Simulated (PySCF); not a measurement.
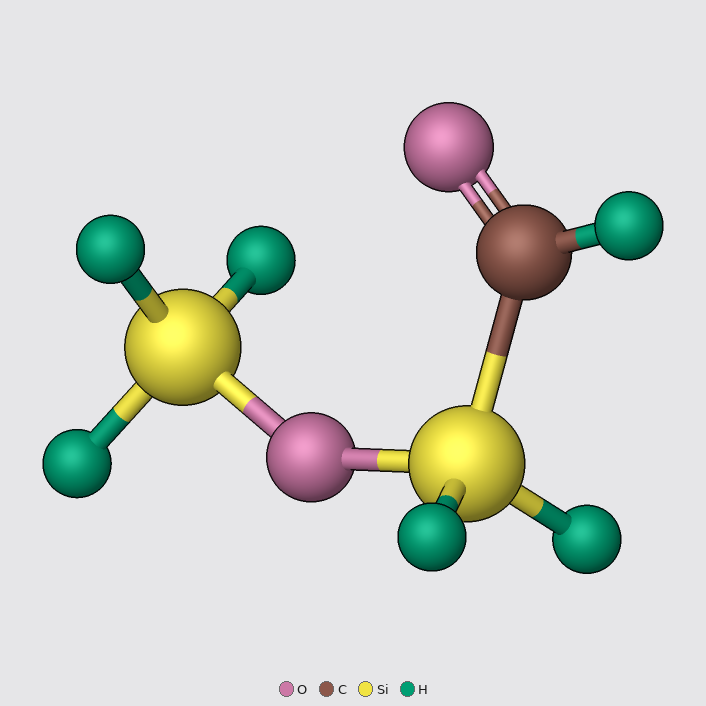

Source: calculation with PySCF.

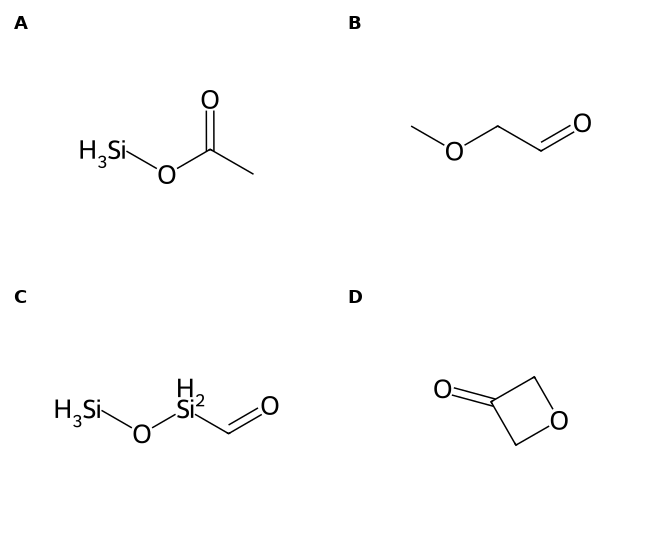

### The first picture shows one of the molecules drawn in the second. Which?

C, `O=C[SiH2]O[SiH3]`.
